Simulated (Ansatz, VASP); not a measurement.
# AlN: VASP beside Ansatz

Aim: how closely do two programs agree when they are given the same cell, functional and k mesh?

Calculated with Ansatz 0.2.0; plane waves, with VASP 6.6.1 beside it; relaxation of cell and atoms at LDA.

## (1) Starting point

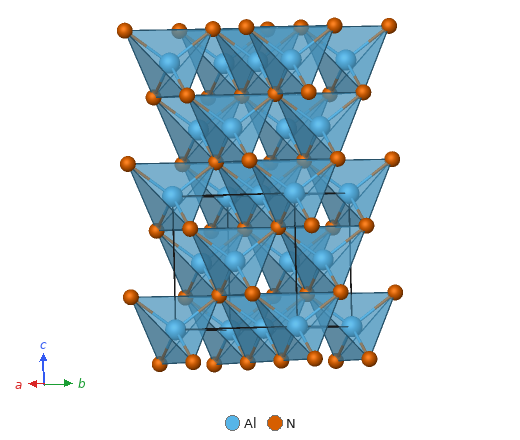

Start, viewed from a free direction; aluminium blue, nitrogen orange. 1×1×2 cells are drawn. This picture shows the conventional cell, with its axes. Some periodic images of atoms are drawn too.

## (2) VASP: relaxation of cell and atoms, LDA

The relaxed volume is the usual yardstick between codes: its relative difference is about their pressure difference at one cell divided by the bulk modulus.

Lines of VASP's logs that name or quote its potential files are left out, and so is its time.

Contents of INCAR:

```
SYSTEM = AlN
PREC = Accurate
ENCUT = 520
EDIFF = 1E-06
NELM = 100
ISMEAR = 0
SIGMA = 0.03
LREAL = .FALSE.
ALGO = Normal
GGA = CA
NBANDS = 10
LORBIT = 11
LWAVE = .FALSE.
LCHARG = .FALSE.
KPAR = 4
IBRION = 2
NSW = 50
ISIF = 3
EDIFFG = -0.004
```

Contents of POSCAR:

```
AlN
1.0
    0.0000000000      2.1839935596      2.1839935596
    2.1839935596      0.0000000000      2.1839935596
    2.1839935596      2.1839935596      0.0000000000
Al N
1 1
Direct
    0.0000000000      0.0000000000      0.0000000000
    0.2500000000      0.2500000000      0.2500000000
```

Contents of KPOINTS:

```
Automatic mesh
0
Gamma
8 8 8
0 0 0
```

PAW data sets: Al and N (LDA family, release 64).

Launch:

```sh
$ mpirun -np 4 vasp_std
```

Numbers of over 12 decimals in the logs are rounded to 6 here.

The log of the run:

```text
[banner, memory and clock lines left out]
running    4 mpi-ranks, on    1 nodes
 distrk:  each k-point on    1 cores,    4 groups
 distr:  one band on    1 cores,    1 groups

 POSCAR found type information on POSCAR AlN
 POSCAR found :  2 types and       2 ions
 LDA part: xc-table for (Slater(with rela. corr.)+CA(PZ))
 , standard interpolation
 POSCAR, INCAR and KPOINTS ok, starting setup
 FFT: planning ... GRIDC
 FFT: planning ... GRID_SOFT
 FFT: planning ... GRID
 WAVECAR not read
 entering main loop
       N       E                     dE             d eps       ncg     rms          rms(c)
DAV:   1     0.841655492312E+01    0.84166E+01   -0.40019E+03   596   0.665E+02
DAV:   2    -0.181735712184E+02   -0.26590E+02   -0.25031E+02   694   0.131E+02
DAV:   3    -0.188982338643E+02   -0.72466E+00   -0.72380E+00   680   0.210E+01
DAV:   4    -0.189009745783E+02   -0.27407E-02   -0.27406E-02   660   0.157E+00
DAV:   5    -0.189009983477E+02   -0.23769E-04   -0.23769E-04   654   0.142E-01    0.865E+00
DAV:   6    -0.164472738624E+02    0.24537E+01   -0.13308E+01   602   0.192E+01    0.300E+00
DAV:   7    -0.164019458507E+02    0.45328E-01   -0.85232E-02   638   0.247E+00    0.193E+00
DAV:   8    -0.163730416203E+02    0.28904E-01   -0.29446E-02   612   0.166E+00    0.357E-01
DAV:   9    -0.163727382245E+02    0.30340E-03   -0.11259E-03   658   0.227E-01    0.179E-01
DAV:  10    -0.163727593070E+02   -0.21083E-04   -0.57429E-05   638   0.575E-02    0.432E-02
DAV:  11    -0.163727579949E+02    0.13122E-05   -0.12685E-06   604   0.900E-03    0.877E-03
DAV:  12    -0.163727579865E+02    0.83834E-08   -0.36259E-08   308   0.164E-03
   1 F= -.16372758E+02 E0= -.16372758E+02  d E =-.163728E+02
 curvature:   0.00 expect dE= 0.000E+00 dE for cont linesearch  0.000E+00
 trial: gam= 0.00000 g(F)=  0.656E-47 g(S)=  0.112E-01 ort = 0.000E+00 (trialstep = 0.100E+01)
 search vector abs. value=  0.112E-01
 bond charge predicted
       N       E                     dE             d eps       ncg     rms          rms(c)
DAV:   1    -0.163920293304E+02   -0.19271E-01   -0.47676E-01   590   0.571E+00    0.942E-01
DAV:   2    -0.163735295364E+02    0.18500E-01   -0.98764E-02   588   0.177E+00    0.218E-01
DAV:   3    -0.163731973161E+02    0.33222E-03   -0.13607E-03   592   0.322E-01    0.809E-02
DAV:   4    -0.163730162580E+02    0.18106E-03   -0.78431E-05   618   0.560E-02    0.368E-02
DAV:   5    -0.163729916234E+02    0.24635E-04   -0.20745E-05   614   0.281E-02    0.182E-02
DAV:   6    -0.163729915458E+02    0.77609E-07   -0.19425E-07   316   0.374E-03
   2 F= -.16372992E+02 E0= -.16372992E+02  d E =-.233559E-03
 trial-energy change:   -0.000234  1 .order   -0.000126   -0.011198    0.010947
 step:   0.5130(harm=  0.5057)  dis= 0.00000  next Energy=   -16.375645 (dE=-0.289E-02)
 bond charge predicted
       N       E                     dE             d eps       ncg     rms          rms(c)
DAV:   1    -0.163801821485E+02   -0.71905E-02   -0.11231E-01   590   0.274E+00    0.460E-01
DAV:   2    -0.163757777229E+02    0.44044E-02   -0.24196E-02   584   0.876E-01    0.103E-01
DAV:   3    -0.163756995177E+02    0.78205E-04   -0.30456E-04   596   0.152E-01    0.389E-02
DAV:   4    -0.163756554223E+02    0.44095E-04   -0.19456E-05   614   0.279E-02    0.168E-02
DAV:   5    -0.163756498910E+02    0.55313E-05   -0.47886E-06   620   0.134E-02    0.871E-03
DAV:   6    -0.163756498606E+02    0.30389E-07   -0.50808E-08   298   0.182E-03
   3 F= -.16375650E+02 E0= -.16375650E+02  d E =-.289187E-02
 curvature:  -0.25 expect dE=-0.377E-07 dE for cont linesearch -0.377E-07
 trial: gam=-0.00364 g(F)=  0.713E-48 g(S)=  0.149E-06 ort = 0.409E-04 (trialstep = 0.903E+00)
 search vector abs. value=  0.102E-09
 reached required accuracy - stopping structural energy minimisation
```

OUTCAR, selected parts (step 2):

```text
ion  position               nearest neighbor table
   1  0.000  0.000  0.000-   2 1.89   2 1.89   2 1.89   2 1.89
   2  0.250  0.250  0.250-   1 1.89   1 1.89   1 1.89   1 1.89

  LATTYP: Found a face centered cubic cell.
 ALAT       =     4.3679871192

 Subroutine GETGRP returns: Found 24 space group operations
 (whereof 24 operations were pure point group operations)

The static configuration has the point symmetry T_d .

 Found     29 irreducible k-points:

   k-points           NKPTS =     29   k-points in BZ     NKDIM =     29   number of bands    NBANDS=     10

   dimension x,y,z NGX =    24 NGY =   24 NGZ =   24
   dimension x,y,z NGXF=    48 NGYF=   48 NGZF=   48

   ENCUT  =  520.0 eV  38.22 Ry    6.18 a.u.   5.74  5.74  5.74*2*pi/ulx,y,z

   NELECT =       8.0000    total number of electrons

 k-points in reciprocal lattice and weights: Automatic mesh
   0.00000000  0.00000000  0.00000000       0.002
   0.12500000  0.00000000  0.00000000       0.016
   0.25000000  0.00000000  0.00000000       0.016
   0.37500000  0.00000000  0.00000000       0.016
   0.50000000  0.00000000  0.00000000       0.008
   0.12500000  0.12500000  0.00000000       0.012
   0.25000000  0.12500000  0.00000000       0.047
   0.37500000  0.12500000  0.00000000       0.047
   0.50000000  0.12500000  0.00000000       0.047
[...]
-0.37500000  0.50000000  0.12500000       0.023
  -0.25000000  0.50000000  0.25000000       0.012

 average (electrostatic) potential at core
       1 -69.7084       2 -59.7420

 E-fermi :   6.0377

 k-point     1 :       0.0000    0.0000    0.0000
  band No.  band energies     occupation
      1      -9.0613      2.00000
      2       5.8478      2.00000
      3       5.8478      2.00000
      4       5.8478      2.00000
      5      10.2135      0.00000
      6      18.3252      0.00000
      7      18.3252      0.00000
      8      18.3252      0.00000
      9      23.4871      0.00000
    ...

 k-point     2 :       0.1250    0.0000    0.0000
  band No.  band energies     occupation
      1      -8.8253      2.00000
      2       4.6720      2.00000
      3       5.7679      2.00000
      4       5.7679      2.00000
      5      11.1263      0.00000
      6      17.7624      0.00000
      7      18.4989      0.00000
      8      18.4989      0.00000
      9      21.9386      0.00000
    ...

 k-point     3 :       0.2500    0.0000    0.0000
  band No.  band energies     occupation
      1      -8.1739      2.00000
      2       2.5620      2.00000
      3       5.5882      2.00000
      4       5.5882      2.00000
      5      12.3987      0.00000
      6      16.7736      0.00000
      7      18.0903      0.00000
      8      18.0903      0.00000
      9      22.0614      0.00000
    ...

  Total       -0.0014364     -0.0014364     -0.0014364      0.0000000     -0.0000000      0.0000000
  in kB       -0.1120848     -0.1120848     -0.1120848      0.0000000     -0.0000000      0.0000000
  external PRESSURE =      -0.1120848 kB  Pullay stress =       0.0000000 kB

  energy-cutoff  :      520.00
  volume of cell :       20.53
      direct lattice vectors                 reciprocal lattice vectors
     0.000000000  2.173362652  2.173362652    -0.230058246  0.230058246  0.230058246
     2.173362652  0.000000000  2.173362652     0.230058246 -0.230058246  0.230058246
     2.173362652  2.173362652 -0.000000000     0.230058246  0.230058246 -0.230058246

 POSITION                                       TOTAL-FORCE (eV/Angst)
 -----------------------------------------------------------------------------------
      0.00000      0.00000      0.00000        -0.000000     -0.000000      0.000000
      1.08668      1.08668      1.08668         0.000000      0.000000     -0.000000
 -----------------------------------------------------------------------------------
    total drift:                               -0.000000     -0.000000     -0.000000

  FREE ENERGIE OF THE ION-ELECTRON SYSTEM (eV)
  ---------------------------------------------------
  free  energy   TOTEN  =       -16.3756498606 eV

  energy  without entropy=      -16.3756498606  energy(sigma->0) =      -16.37564986

 reached required accuracy - stopping structural energy minimisation

 total charge
# of ion       s       p       d       tot
------------------------------------------
    1        0.379   0.465   0.000   0.844
    2        1.211   2.620   0.000   3.831
--------------------------------------------------
tot          1.590   3.085   0.000   4.675

[... 3 further parts left out ...]
```

## (3) Ansatz: relaxation of cell and atoms, LDA

Ansatz runs on its default PAW (the set named soft_2) files.

The same cell, functional (in two slightly different forms), mesh and smearing now go to Ansatz, which takes its cutoff from its data sets.

Contents of input.yaml:

```yaml
crystal:
  lattice:
    - [0.0, 2.1839935596, 2.1839935596]
    - [2.1839935596, 0.0, 2.1839935596]
    - [2.1839935596, 2.1839935596, 0.0]
  atoms:
    - { symbol: Al, position: [0.0, 0.0, 0.0] }
    - { symbol: "N", position: [0.25, 0.25, 0.25] }
hamiltonian:
  xc: lda
  pseudopotentials: { kind: paw }
kpoints:
  mp_grid: { grid: [8, 8, 8] }
scf:
  occupations: { method: gaussian, width: 0.03 }
relax:
  f_tol: 0.01
  max_steps: 60
  cell: { stress_tol: 0.05 }
output:
  forces: true
  stress: true
  write_density: true
  write_potential: true
  elf: true
  volumetric_format: npy
```

Launch:

```sh
$ ansatz run input.yaml --threads 4 --pin off --max-ram 9216MiB --backend cpu --events-out ev --progress --plain --runs-dir out
```

The log of the run:

```text
Engine: ansatz 0.2.0, aarch64-unknown-linux-gnu
Pseudopotentials: kind: paw
Pseudopotential: Al, paw, valence charge 3, recommended cutoff 420 eV (normal), Al.paw.azcp
Pseudopotential: N, paw, valence charge 5, recommended cutoff 420 eV (normal), N.paw.azcp
Functional definition: SPW92
  exchange = slater_x
  correlation = pw_c
Crystal: 2 atoms, lattice volume = 20.835 Å³
Basis set: ecut = 420 eV, 411 PW (Γ)
Bands: 8, of which v1, the nominal top of the filled ones, is band 4 counted from 1 (3 counted from 0)
Symmetry: 24 space group operations
Space group: F-43m (ITA 216), of the structure as read, at distance tolerance 2.8e-5 Å
k-points: 29 of 512 (time reversal used)
Non-local potential: Al, projectors of the file, l = 0: 2, l = 1: 2, l = 2: 1
Non-local potential: N, projectors of the file, l = 0: 2, l = 1: 2, l = 2: 1
PAW form: soft (Blöchl's): semilocal exchange-correlation on the pseudo side does not see the compensation charge
PAW frozen core: Al, regenerated for the run's functional, and the local potential with it (the file was generated under x = pbe(κ = 0.804, μ = 0.219515), c = pbe(β = 0.066725))
PAW frozen core: N, regenerated for the run's functional, and the local potential with it (the file was generated under x = pbe(κ = 0.804, μ = 0.219515), c = pbe(β = 0.066725))
PAW one-centre angular grid: Al, 110 points (default); XC on 64 Gauss nodes
PAW one-centre angular grid: N, 110 points (default); XC on 64 Gauss nodes
Initial density: superposition of atomic densities (neutral atoms: chi_scale 0, normalization atom), corrected by the library's trained network
Initial wavefunctions: pseudopotential atomic-orbital guess
Functional: x = slater, c = lda
SCF iter   1: F=—  HF=-889.813203 eV  |F-HF|=—  |Δ(HF+E_count)|=         —  Δρ=8.84e-3  dr2=1.86e-2  ethr=1.77e-3  ⟨swp⟩=5.0  Hψ=1722  notcnv=0
preconditioner: auto → none  [insulator: Δε(μ)=3.108 eV  Ē_g=15.146 eV  σ=0.030 eV  W_gap=1.00  n_scr=0 (ndim 8)  ℏωp=23.0 eV  f_vac=0.000  D(μ)=0.00/eV (n_scr^D=0)  ε∞_Penn≈3.3]
SCF iter   2: F=—  HF=-889.808417 eV  |F-HF|=—  |Δ(HF+E_count)|=   4.79e-3  Δρ=4.86e-3  dr2=2.78e-3  ethr=2.33e-4  ⟨swp⟩=2.4  Hψ=612  notcnv=0
SCF iter   3: F=—  HF=-889.807525 eV  |F-HF|=—  |Δ(HF+E_count)|=   8.92e-4  Δρ=1.48e-3  dr2=1.80e-4  ethr=3.47e-5  ⟨swp⟩=2.6  Hψ=427  notcnv=0
SCF iter   4: F=—  HF=-889.807442 eV  |F-HF|=—  |Δ(HF+E_count)|=   8.32e-5  Δρ=1.07e-4  dr2=8.77e-7  ethr=2.26e-6  ⟨swp⟩=2.0  Hψ=320  notcnv=0
SCF iter   5: F=—  HF=-889.807438 eV  |F-HF|=—  |Δ(HF+E_count)|=   3.52e-6  Δρ=6.10e-6  dr2=3.14e-9  ethr=1.10e-8  ⟨swp⟩=2.0  Hψ=277  notcnv=0
SCF iter   6: F=-889.807438 eV  HF=-889.807438 eV  |F-HF|=5.68e-12  |Δ(HF+E_count)|=  8.07e-10  Δρ=6.64e-7  dr2=2.99e-11  ethr=3.93e-11  ⟨swp⟩=4.2  Hψ=993  notcnv=0
SCF 1 converged in 6 iterations: F = -889.807438 eV  dr2 = 2.99e-11
  greatest PAW one-centre occupation: 0.781 electrons in one spin orbital (limit 2), on the N atom at site 1 (counted from 0), in its partial waves of l = 0
relax step   1: F+E_penalty+E_count = -889.80743817 eV  Δ(F+E_penalty+E_count) = +0.000e0 eV  max|allowed force component| = 2.035e-16 eV/Å  Δτ_max = 0.0000 Å  P = -3.604 GPa  Ω = 20.835 Å³  (6 SCF iters, dr2 threshold 1.00e-7 eV, accepted)
[...]
relax step   2: F+E_penalty+E_count = -889.81126958 eV  Δ(F+E_penalty+E_count) = -3.831e-3 eV  max|allowed force component| = 1.295e-16 eV/Å  Δτ_max = 0.0000 Å  P = -1.794 GPa  Ω = 20.653 Å³  energy of the carried Pulay correction = +7.576e-4 eV  (4 SCF iters, dr2 threshold 2.00e-7 eV, accepted)
[...]
relax step   3: F+E_penalty+E_count = -889.81299029 eV  Δ(F+E_penalty+E_count) = -1.721e-3 eV  max|allowed force component| = 8.327e-17 eV/Å  Δτ_max = 0.0000 Å  P = +0.042 GPa  Ω = 20.475 Å³  energy of the carried Pulay correction = +1.502e-3 eV  (4 SCF iters, dr2 threshold 2.00e-7 eV, accepted)
[...]
relax step   4: F+E_penalty+E_count = -889.81154915 eV  Δ(F+E_penalty+E_count) = +1.441e-3 eV  max|allowed force component| = 6.939e-17 eV/Å  Δτ_max = 0.0000 Å  P = -0.070 GPa  Ω = 20.475 Å³  stress off target by 7.01e-2 GPa  SCF on the basis re-selected at this cell (its energy is not comparable with the rows above)  (5 SCF iters)
[...]
relax step   5: F+E_penalty+E_count = -889.81157902 eV  Δ(F+E_penalty+E_count) = -2.986e-5 eV  max|allowed force component| = 6.939e-17 eV/Å  Δτ_max = 0.0000 Å  P = -0.001 GPa  Ω = 20.469 Å³  energy of the carried Pulay correction = +2.839e-5 eV  (3 SCF iters, dr2 threshold 1.23e-8 eV, accepted)
[...]
relax step   6: F+E_penalty+E_count = -889.81157902 eV  Δ(F+E_penalty+E_count) = -5.465e-10 eV  max|allowed force component| = 7.055e-17 eV/Å  Δτ_max = 0.0000 Å  P = -0.001 GPa  Ω = 20.469 Å³  stress off target by 6.19e-4 GPa  SCF on the basis re-selected at this cell (its energy is not comparable with the rows above)  (4 SCF iters)
basis re-selected at this cell: Δ(F+E_penalty+E_count) = -5.465e-10 eV, ΔP = +0.000 GPa vs the last step (what re-selecting the basis moved, of the pressure what is left beyond the Pulay correction that the steps carried, after the strain that the cell walked since its last selection, with what the two solves' SCF thresholds leave and, on support functions, any second-order correction that the steps lacked; it is no  [...]
SCF converged after 4 iterations
Free energy (F): -889.811579 eV
Harris-Foulkes:  -889.811579 eV  (|F-HF|=1.71e-12)
Internal energy: -889.811579 eV  (E = F + TS)
E sigma→0 (E₀):  -889.811579 eV
Fermi energy:    8.488245 eV
--- Per-component energies (eV) ---
  E_band       = 14.570681
  E_kinetic    = 159.559132
  E_local      = -221.803044  (includes V_loc(G=0)·N_el)
  E_nonlocal   = 57.685002
  E_hartree    = 75.840561
  E_xc         = -100.757923
  E_vxc        = -107.781764  (∫ρ·V_xc dr)
  E_paw        = -562.109949  (= ΣΔE_a)
  E_vpaw       = -24.769879  (= ΣTr[D̂ρ^β])
  E_aug_tail   = 0.000090  (compensation charges beyond the density's cutoff)
  E_ewald      = -298.361208
  E_core_change = 0.135761  (= ΣΔE_core)
  E_smearing   = -0.000000  (= −TS)
  E_closure    = 0.000000  (closes the sum)
  Σ components = -889.811579   (vs F -889.811579, Δ=0.00e0)
--- Forces (eV/Å), atoms counted from 1 ---
  atom   1  Al    -0.00000000    -0.00000000    -0.00000000
  atom   2  N      0.00000000     0.00000000     0.00000000
  max |Σ_I F_I| component: 1.02e-16 eV/Å
--- Stress (GPa, compression-positive) ---
       -0.000619      -0.000000      -0.000000
       -0.000000      -0.000619       0.000000
       -0.000000       0.000000      -0.000619
  P = ⅓ Tr σ = -0.0006 GPa (-0.006 kbar)
--- Band table (eV; the first three rows and the last of 29) ---
  k-point 0: bands = ["-8.0566", "6.8621", "6.8621", "6.8621", "11.2501", "19.3951", "19.3951", "19.3951"]
  k-point 1: bands = ["-7.8200", "5.6892", "6.7833", "6.7833", "12.1644", "18.8295", "19.5663", "19.5663"]
  k-point 2: bands = ["-7.1674", "3.5793", "6.6045", "6.6045", "13.4410", "17.8314", "19.1411", "19.1411"]
  k-point 28: bands = ["-5.1507", "3.0285", "3.3331", "4.1063", "12.8668", "18.2020", "18.8665", "19.0893"]
--- Relaxed structure (4 steps of the walk, 4 accepted, 2 SCFs on fresh bases) ---
  F+E_penalty+E_count = -889.81157902 eV   max|allowed force component| = 7.055e-17 eV/Å   (the final SCF, on the basis selected at the relaxed cell)
  cell:  # Å, volume = 20.4685 Å³
    - [0, 2.171128, 2.171128]
    - [2.171128, 0, 2.171128]
    - [2.171128, 2.171128, 0]
  atoms:
    - { symbol: Al, position: [0, 0, 0] }
    - { symbol: N, position: [0.250000, 0.250000, 0.250000] }
```

Elapsed: 1.1 s, on 4 threads of Arm Neoverse V2, shared host; peak memory 0.28 GiB; 3.4 s of CPU time.

## (4) Differences

Known differences besides the PAW data sets themselves: the two LDA forms differ slightly; both relaxations stop at a tolerance, which leaves soft axes loose, and VASP keeps its plane-wave basis; the cutoff is 420 eV in Ansatz and 520 eV in VASP; Ansatz makes its cores anew for this functional, VASP keeps those of its LDA data sets; Ansatz adds a Pulay correction to the stress that steers its cell, VASP none. Total energies have different zeros and are not compared.

The two programs side by side:

```csv
quantity,Ansatz,VASP,difference
volume (Å³),20.47,20.53,-0.31 %
"edge a after relaxation, in the typed setting (Å)",3.070,3.074,-0.10 %
```

The walks stopped with 0.00 GPa left in Ansatz and -0.01 GPa in VASP; each walk ends within a tolerance, so the volume difference is uncertain by about these residues over the bulk modulus, most in soft cells.

## (5) Outcome

```
difference in volume (relaxation of cell and atoms, LDA) : -0.31 %
```

What this shows: The difference in volume is -0.31 % (relaxation of cell and atoms, LDA), within the 1.2 % picked in this series as the mark of a large difference, as far as the stopping tolerances let one tell. Differences of this kind measure data sets and numerical settings, not the functional's error against experiment.

[Lines on the potential files, build, host, timing and source positions are cut from VASP's logs without a mark.]

[Logs are printed without paths, hosts, clocks, repeated set-up lines and the standing remarks that a program may print on its own settings, such as how far it seeks lower states.]

[Hosts, paths, dates, database ids (printed as entryN), source tags and the programs' standing remarks are cut or masked in the printed files.]
